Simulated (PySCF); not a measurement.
C$_{4}$H$_{6}$FNSi

```
atom    x (Å)    y (Å)    z (Å)
   N   1.3189   2.6276  -0.0959
   C   1.1456   1.5025   0.0339
   C   0.8897   0.1243   0.2276
   C   1.7895  -0.7969  -0.1202
   F   2.9683  -0.4923  -0.6766
   C  -0.4425  -0.2206   0.8004
  Si  -1.8215  -0.0458  -0.5254
   H   1.6568  -1.8617   0.0084
   H  -0.4199  -1.2391   1.1870
   H  -0.6632   0.4488   1.6324
   H  -3.0834  -0.3834   0.1305
   H  -1.8278   1.3273  -1.0195
   H  -1.5148  -0.9901  -1.6004
```

Geometry: GFN2-xTB.

The calculation used PySCF 2.14.0, CAM-B3LYP/def2-SVPD, SCF density, gas phase.

What will maps of the electron density and electron localisation function show?

C–N (1.15 Å): ρ is about 3.6 e/Å³ halfway; the ELF peaks at about 0.85 between the atoms (a multiple bond).
C–C (1.33 Å): the density is about 2.3 e/Å³ at the midpoint; the ELF peaks at about 0.95 between the atoms (a multiple bond).
C–F (1.34 Å): ρ is about 2.3 e/Å³ halfway; the ELF peaks at about 0.85 between the atoms, as expected for a shared but strongly polarised pair.
C–H (1.08 Å): the density is about 2.1 e/Å³ at the midpoint; the ELF climbs to about 1 towards the hydrogen, as it does in any bond to H; an ordinary covalent bond to hydrogen.

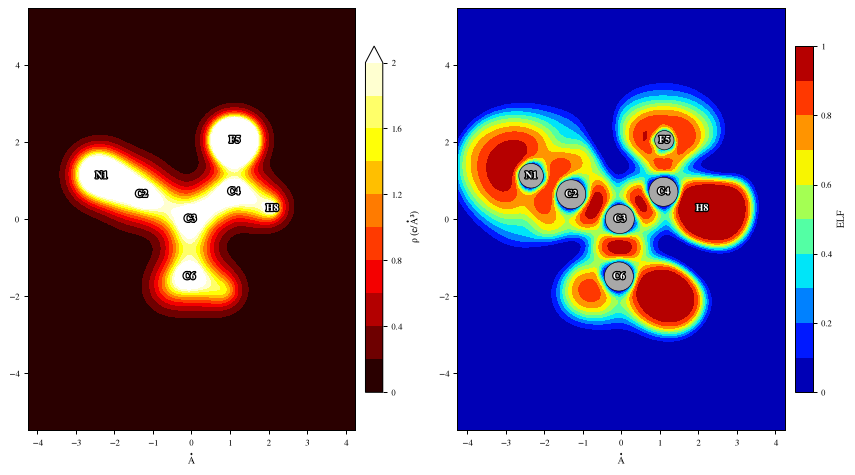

Computed electron density and electron localisation function on the plane of atoms C3, C4 and H8, in this order. Grey discs cover the atomic cores in the ELF map. 
